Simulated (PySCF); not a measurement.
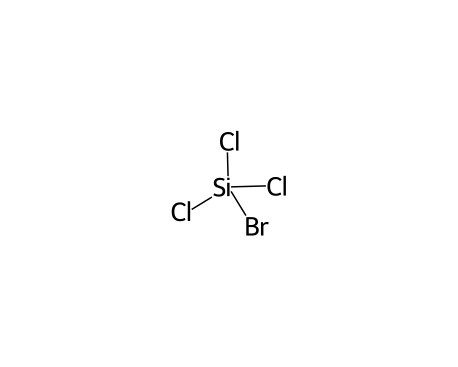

The drawing above gives the connectivity. Computed geometry: PBE0-D3(BJ)/def2-SVP optimisation. No frequency run is at hand to confirm it as a minimum.

Describe the 3D structure.

The molecule is SiBrCl3. As SMILES it reads `Cl[Si](Cl)(Cl)Br`. Coordination: 1 Si tetrahedral.

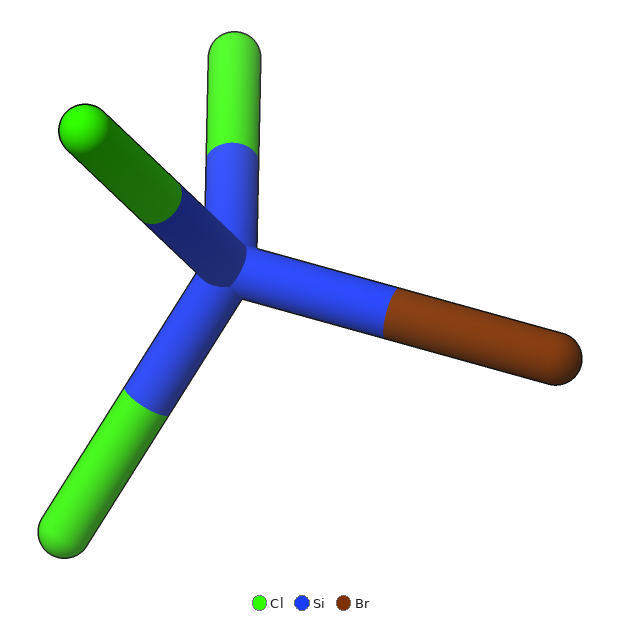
